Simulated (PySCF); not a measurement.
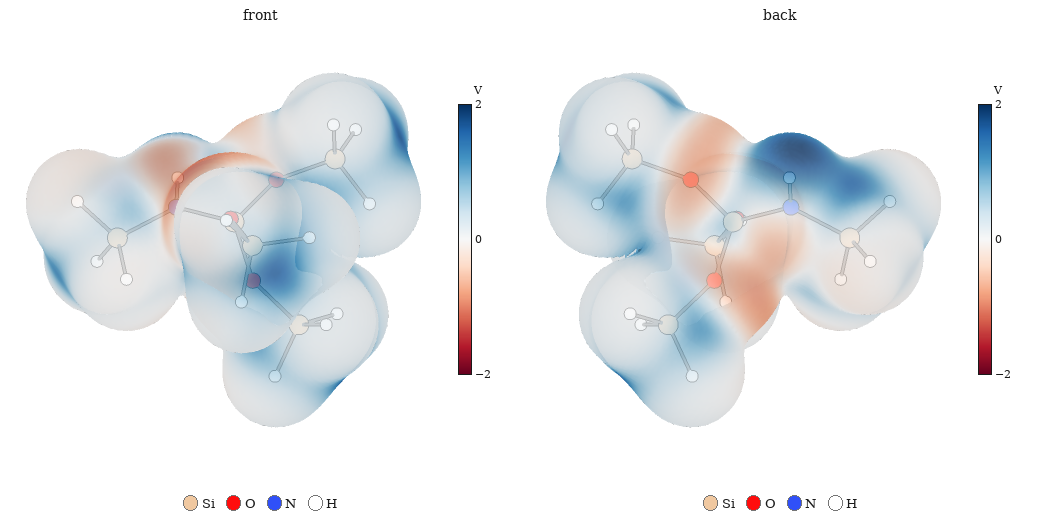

*H13NO3Si5. The electrostatic potential painted on the density surface at 0.002 e/bohr³, seen from the front and from behind; red is negative and blue positive.*

Geometry: PBE0-D3(BJ)/def2-SVP.

Theory: PBE0/pcSseg-1, SCF density, gas phase, non-relativistic in PySCF.

The calculation's input:

```
{"job": {"kind": "nmr", "xc": "PBE0", "basis": "pcSseg-1"}, "charge": 0, "multiplicity": 1}
Si     0.341905    -1.748952     1.978376
O      0.173409    -0.210584     1.380025
Si    -0.036010     0.651306    -0.006706
O      1.419092     1.186612    -0.559812
Si     2.962855     0.607586    -0.766839
O     -0.711642    -0.365007    -1.108368
Si    -0.559218    -1.689518    -2.090613
N     -1.009124     2.023687     0.262609
Si    -2.634277     2.062421     0.887228
H      0.416934    -1.667713     3.463242
H      1.594981    -2.368631     1.448517
H     -0.822175    -2.595930     1.579994
H      3.693731     1.541347    -1.667224
H      2.915803    -0.752486    -1.388512
H      3.668730     0.515437     0.544764
H      0.153650    -2.786294    -1.365607
H     -1.920171    -2.154640    -2.477764
H      0.217551    -1.335230    -3.315224
H     -0.577005     2.902283    -0.007798
H     -2.728108     2.877980     2.137305
H     -3.598981     2.639194    -0.099590
H     -3.016365     0.652118     1.186234
```

Run with:

```sh
OMP_NUM_THREADS=1 python cluster_run.py task.json out
```

> Which sites attract a positive test charge, and which a negative one?

A positive charge is drawn to the negative regions and a negative charge to the positive ones. The most negative region (about −1.0 V) lies over O2, the most positive (about +1.7 V) over Si3, Si5 and H19. O2 is the likeliest acceptor of a hydrogen bond.
